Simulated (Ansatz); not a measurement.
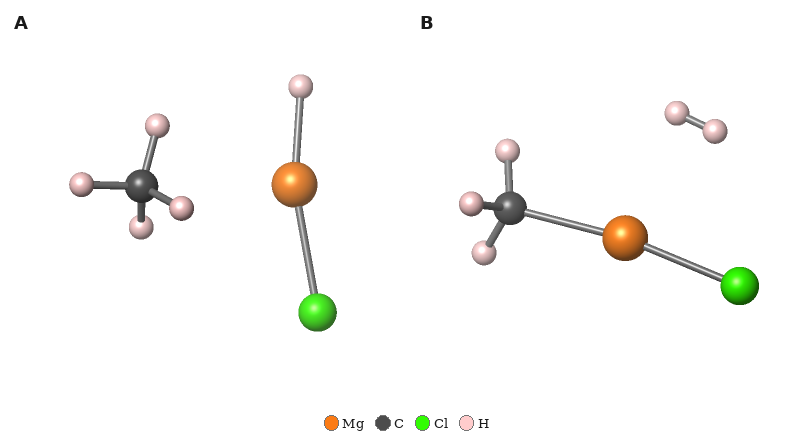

2 stationary structures of one formula. Geometries: PBE0-D4/def2-TZVP. Electronic energies: RHF-MP2 (frozen core)/def2-QZVPP (Ansatz 0.2.0), without zero-point energy. Each is one conformer, not always the lowest.

**Which structure is the most stable?**

A is lowest (Cs, a saddle point of order 1); B lies 7.6 kcal/mol above it (Cs, a saddle point of order 1).

Give E(B) − E(A) in kcal/mol at these levels too: PBE-D4/def2-TZVPP; BLYP-D4/def2-TZVPP; ωB97X-V/def2-TZVPP; r2SCAN0-D4/def2-TZVPP; SPW92 (LDA)/def2-TZVPP; RHF-MP2 (frozen core)/def2-QZVPP; PBE-QIDH (frozen core)/def2-TZVPP; CAM-B3LYP-D4/def2-TZVPP.

| level | E(B) − E(A) (kcal/mol) |
| --- | --- |
| PBE-D4/def2-TZVPP | +9.1 |
| BLYP-D4/def2-TZVPP | +9.2 |
| ωB97X-V/def2-TZVPP | +11.0 |
| r2SCAN0-D4/def2-TZVPP | +10.6 |
| SPW92 (LDA)/def2-TZVPP | +10.1 |
| RHF-MP2 (frozen core)/def2-QZVPP | +7.6 |
| PBE-QIDH (frozen core)/def2-TZVPP | +10.0 |
| CAM-B3LYP-D4/def2-TZVPP | +11.0 |
